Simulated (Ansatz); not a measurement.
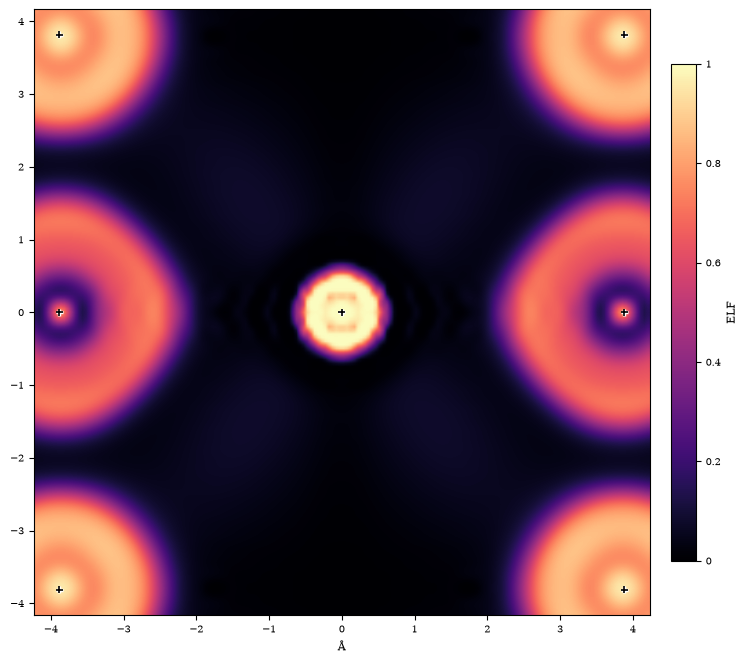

The ELF on a plane through atoms (crosses mark nuclei in the plane).

Theory: Ansatz 0.2.0, DFT, r2SCAN+rVV10, plane waves, PAW.

Candidates:
A. Y₂HgSe₄, a = 6.92 Å, b = 6.92 Å, c = 3.65 Å, α = 90.00°, β = 90.00°, γ = 90.00°. Space group P4/mmm; a structure from a database of computed crystals, not necessarily the ambient phase; started from the K2PdCl4-123 prototype, which need not be the ambient phase.
B. Hg₃WN₄, a = 12.22 Å, b = 3.11 Å, c = 6.45 Å, α = 90.00°, β = 96.33°, γ = 90.00°. Space group C2/m; a structure from a database of computed crystals, not necessarily the ambient phase; started from the Ca3MnO4-12 prototype, which need not be the ambient phase.
C. LiSiI₅, a = 5.40 Å, b = 5.40 Å, c = 7.77 Å, α = 90.00°, β = 90.00°, γ = 90.00°. Space group P4/mmm; a structure from a database of computed crystals, not necessarily the ambient phase; started from the SiSnPd5-123 prototype, which need not be the ambient phase.

Which candidate gave the map?

Candidate C: LiSiI₅ on the (110) plane of the conventional cell, which holds Li, Si and I. Si–I (3.82 Å): the ELF is about 0.10 at the midpoint; no localised pair shows between them.
